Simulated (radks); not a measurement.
**Valence configurations of Al**

NIST gives [Ne] 3s2 3p1 as the ground configuration of Al. Does this level of theory agree? Several fillings of the valence shells are run.

Program: radks (a radial shooting solver on a logarithmic mesh, Libxc functionals) version 1. Level of theory: scalar-relativistic Kohn-Sham, r2SCAN, spin-polarised, spherical densities, finite nucleus; open shells are filled with parallel spins first. These are calculated values, not measurements, unless marked.

**1. What is computed**

| Item | Value |
| --- | --- |
| element | aluminium (Z = 13) |
| charge | 0 |
| electrons | 13 |
| configuration | [Ne] 3s2 3p1 |
| nuclear rms radius | 3.061 fm |
| others tried | 3s1.5 3p1.5; 3s1 3p2; 3s0.5 3p2.5; 3p3 |

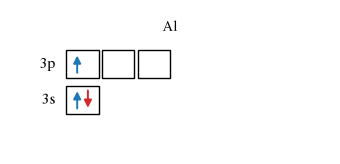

The shells outside the core, filled by Hund's rule for the drawing.

In the logs a row gives level, spin channel, occupation and eigenvalue; Etot, Ekin, Encl (electron-nucleus), Eh (Hartree) and Exc are energies, all in hartree; err is the last residual, it the number of iterations.

**2. [Ne] 3s2 3p1**

The run's settings:

```text
Z 13
configuration [Ne] 3s2 3p1
relativity scalar-relativistic
functional r2scan,r2scan
spin polarised
nucleus finite rms 3.061 fm
c 137.035999084
```

Output:

```text
1s      1   1.0000         -55.91091090
2s      1   1.0000          -4.10592410
2p      1   3.0000          -2.62544942
3s      1   1.0000          -0.30728670
3p      1   1.0000          -0.11234718
1s      2   1.0000         -55.90862665
2s      2   1.0000          -4.10418690
2p      2   3.0000          -2.62235597
3s      2   1.0000          -0.27147997
3p      2   0.0000          -0.07351708
Etot -242.7913254634511
Ekin 243.24321220516174
Encl -580.5411209044819
Eh 113.05934706750571
Exc -18.552763831636675
err 4.3774020725802816e-07
it 17
```

The top filled level is 3p up, -3.057 eV.

From the orbitals of this run (lengths in bohr):

| level | occupation | energy (eV) | <r> | outermost maximum (interpolated) | 90 % within | nodes |
| --- | --- | --- | --- | --- | --- | --- |
| 2s up | 1 | -111.73 | 0.6232 | 0.496 | 0.985 | 1 |
| 2s down | 1 | -111.68 | 0.6234 | 0.496 | 0.985 | 1 |
| 2p up | 3 | -71.442 | 0.6019 | 0.429 | 1.02 | 0 |
| 2p down | 3 | -71.358 | 0.6020 | 0.430 | 1.02 | 0 |
| 3s up | 1 | -8.362 | 2.591 | 2.12 | 3.98 | 2 |
| 3s down | 1 | -7.387 | 2.548 | 2.08 | 3.90 | 2 |
| 3p up | 1 | -3.057 | 3.367 | 2.65 | 5.30 | 1 |
| 3p down | 0 | -2.001 | 3.241 | 2.61 | 5.03 | 1 |

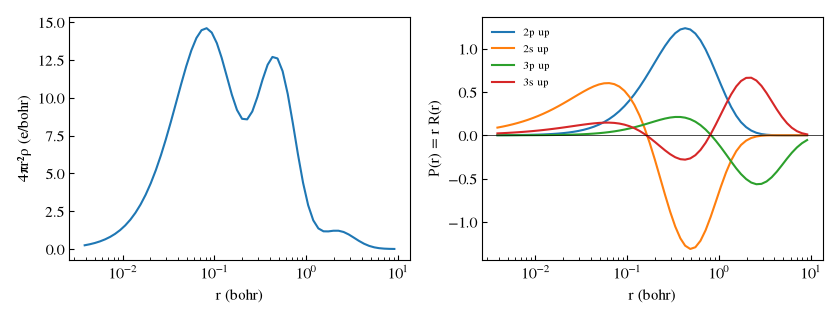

Left: shells in the radial density. Right: radial functions of the outer levels.

**3. [Ne] 3s1.5 3p1.5**

Input: that of step 2 with these lines changed.

```diff
@@ -1,3 +1,3 @@
 Z 13
-configuration [Ne] 3s2 3p1
+configuration [Ne] 3s1.5 3p1.5
 relativity scalar-relativistic
```

Output:

```text
1s      1   1.0000         -55.93730971
2s      1   1.0000          -4.13194466
2p      1   3.0000          -2.65194875
3s      1   1.0000          -0.33740362
3p      1   1.5000          -0.13405172
1s      2   1.0000         -55.93134795
2s      2   1.0000          -4.12688036
2p      2   3.0000          -2.64396181
3s      2   0.5000          -0.24795705
3p      2   0.0000          -0.05221496
Etot -242.7225378020524
Ekin 243.1799724691617
Encl -580.1262594381699
Eh 112.78522107036454
Exc -18.561471903408773
err 1.1139827004983446e-06
it 16
```

Energy against step 2 ([Ne] 3s2 3p1): +1.872 eV. Highest occupied level: 3p up at -3.648 eV.

**4. [Ne] 3s1 3p2**

Input: that of step 3 with these lines changed.

```diff
@@ -1,3 +1,3 @@
 Z 13
-configuration [Ne] 3s1.5 3p1.5
+configuration [Ne] 3s1 3p2
 relativity scalar-relativistic
```

Output:

```text
1s      1   1.0000         -55.95298231
2s      1   1.0000          -4.14805500
2p      1   3.0000          -2.66858387
3s      1   1.0000          -0.35765542
3p      1   2.0000          -0.14893956
1s      2   1.0000         -55.94323728
2s      2   1.0000          -4.14002441
2p      2   3.0000          -2.65540844
3s      2   0.0000          -0.17497928
3p      2   0.0000          -0.02631744
Etot -242.67926012690134
Ekin 243.1530331843008
Encl -579.8545073883475
Eh 112.62707717130996
Exc -18.60486309416457
err 6.549447661724498e-07
it 17
```

E − E(step 2, [Ne] 3s2 3p1) = +3.049 eV. The top filled level is 3p up, -4.053 eV.

**5. [Ne] 3s0.5 3p2.5**

Input: that of step 4 with these lines changed.

```diff
@@ -1,3 +1,3 @@
 Z 13
-configuration [Ne] 3s1 3p2
+configuration [Ne] 3s0.5 3p2.5
 relativity scalar-relativistic
```

Output:

```text
1s      1   1.0000         -55.98818824
2s      1   1.0000          -4.18165158
2p      1   3.0000          -2.70218981
3s      1   0.5000          -0.36927075
3p      1   2.5000          -0.16015909
1s      2   1.0000         -55.97882981
2s      2   1.0000          -4.17447491
2p      2   3.0000          -2.68946955
3s      2   0.0000          -0.18671565
3p      2   0.0000          -0.02713705
Etot -242.5747690829699
Ekin 243.0471509765095
Encl -579.2900849273708
Eh 112.24262620876917
Exc -18.57446134087778
err 7.229001377373263e-07
it 17
```

Energy against step 2 ([Ne] 3s2 3p1): +5.893 eV. 3p up is the highest filled level (-4.358 eV).

**6. [Ne] 3p3**

Input: that of step 5 with these lines changed.

```diff
@@ -1,3 +1,3 @@
 Z 13
-configuration [Ne] 3s0.5 3p2.5
+configuration [Ne] 3p3
 relativity scalar-relativistic
```

Output:

```text
1s      1   1.0000         -56.02308127
2s      1   1.0000          -4.21477762
2p      1   3.0000          -2.73533987
3p      1   3.0000          -0.17052041
1s      2   1.0000         -56.01412606
2s      2   1.0000          -4.20855087
2p      2   3.0000          -2.72317026
3p      2   0.0000          -0.03055033
Etot -242.47031166952092
Ekin 242.94171669304518
Encl -578.7303062526155
Eh 111.86526905093177
Exc -18.546991160882392
err 6.145849858792015e-07
it 17
```

E − E(step 2, [Ne] 3s2 3p1) = +8.735 eV. 3p up is the highest filled level (-4.640 eV).

**7. All runs together**

| valence | E − E(NIST configuration) (eV) | moment (μB) | highest level | its energy (eV) | 1s shift (eV) |
| --- | --- | --- | --- | --- | --- |
| 3s2 3p1 | 0.000 | 1 | 3p up | -3.057 | +0.00 |
| 3s1.5 3p1.5 | 1.872 | 2 | 3p up | -3.648 | -0.72 |
| 3s1 3p2 | 3.049 | 3 | 3p up | -4.053 | -1.14 |
| 3s0.5 3p2.5 | 5.893 | 3 | 3p up | -4.358 | -2.10 |
| 3p3 | 8.735 | 3 | 3p up | -4.640 | -3.05 |

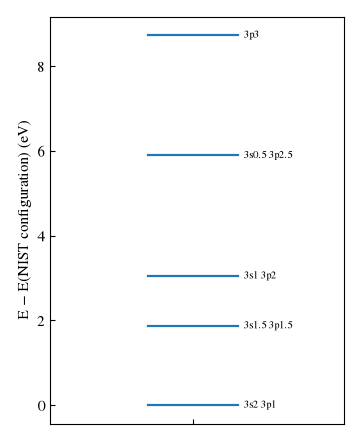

Energies of the configurations.

In words: Theory agrees with NIST among these: the next, 3s1.5 3p1.5, lies 1.872 eV higher. The energies are those of spherical high-spin densities, not of single terms. The 1s eigenvalue shifts by up to 3.05 eV as the valence charge is rearranged.
